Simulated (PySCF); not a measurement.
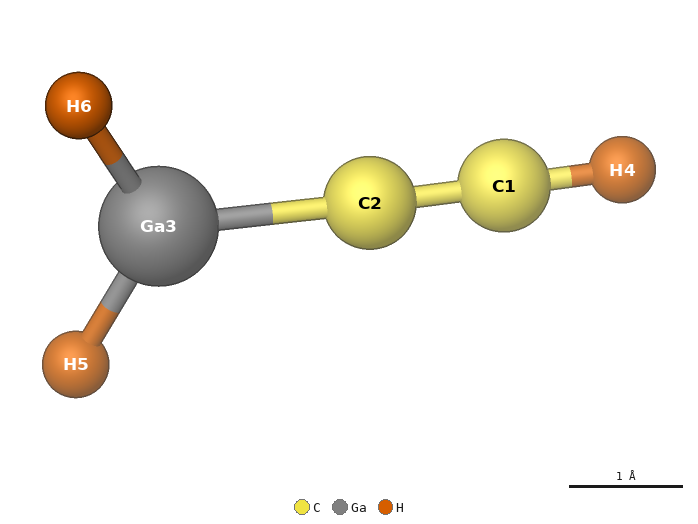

Orthographic view. Distant atoms are faded towards the background colour. The geometry was computed by an optimisation with PBE0-D3(BJ)/def2-SVP. No frequency run is at hand to confirm it as a minimum.

List all interatomic distances (Å) as a matrix.

| atom | C1 | C2 | Ga3 | H4 | H5 | H6 |
| --- | --- | --- | --- | --- | --- | --- |
| C1 | 0.00 |  |  |  |  |  |
| C2 | 1.22 | 0.00 |  |  |  |  |
| Ga3 | 3.14 | 1.92 | 0.00 |  |  |  |
| H4 | 1.08 | 2.30 | 4.21 | 0.00 |  |  |
| H5 | 4.12 | 2.99 | 1.56 | 5.15 | 0.00 |  |
| H6 | 4.11 | 2.99 | 1.56 | 5.13 | 2.75 | 0.00 |
